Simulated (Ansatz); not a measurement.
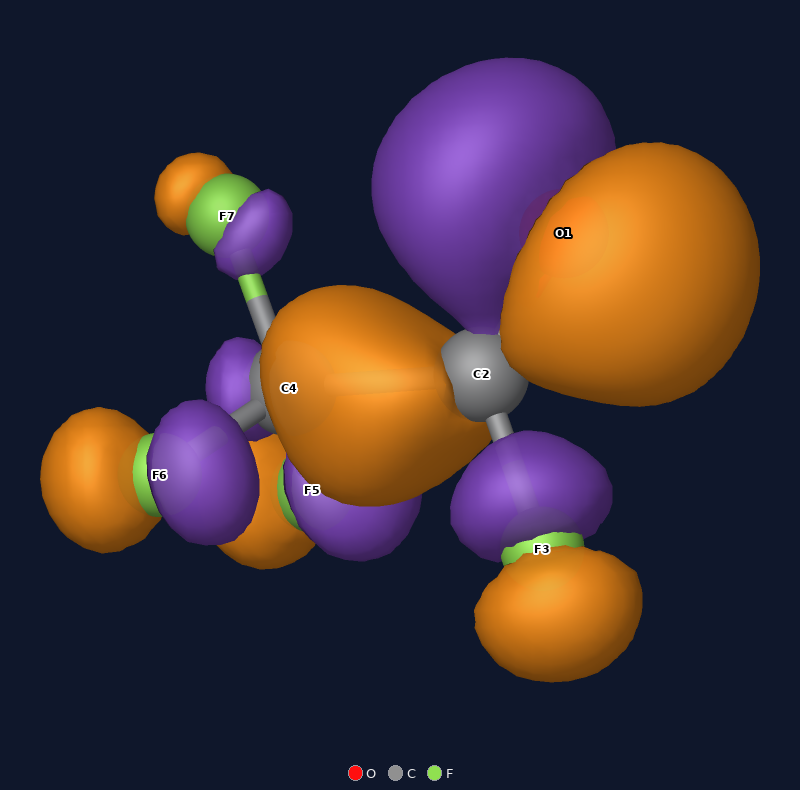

C2F4O. One frontier orbital at ±0.1 Å⁻³ᐟ² (orange and purple are the two phases), seen at a tilt.

Geometry: PBE0-D4/def2-TZVP.

Method: RKS PBE0-D4/def2-TZVPP in Ansatz 0.2.0.

Input

```
crystal:
  periodic: [false, false, false]
  atoms:
    - {symbol: O, position_ang: [1.064515, -1.394638, 0.698830]}
    - {symbol: C, position_ang: [0.090889, -0.797802, 0.435274]}
    - {symbol: F, position_ang: [-1.133672, -1.202290, 0.743061]}
    - {symbol: C, position_ang: [0.016717, 0.551853, -0.306547]}
    - {symbol: F, position_ang: [-0.698235, 0.415949, -1.419327]}
    - {symbol: F, position_ang: [-0.568649, 1.460376, 0.467953]}
    - {symbol: F, position_ang: [1.228435, 0.966552, -0.619244]}
basis:
  gaussian: {orbitals: def2-TZVPP}
hamiltonian: {xc: pbe0, dispersion: d4}
output: {orbitals: {seedname: orbitals}}
```

Run with:

```sh
ansatz run in.yaml --threads 4 --pin off --events-out ev --progress --plain --max-ram 10444MiB
```

**Which orbital is it: HOMO or LUMO?**

The HOMO, at −10.10 eV. Its weight (Hirshfeld) is mainly on O1 (about 60 %), C2 (about 10 %), F3 (about 10 %) and C4 (about 5 %).
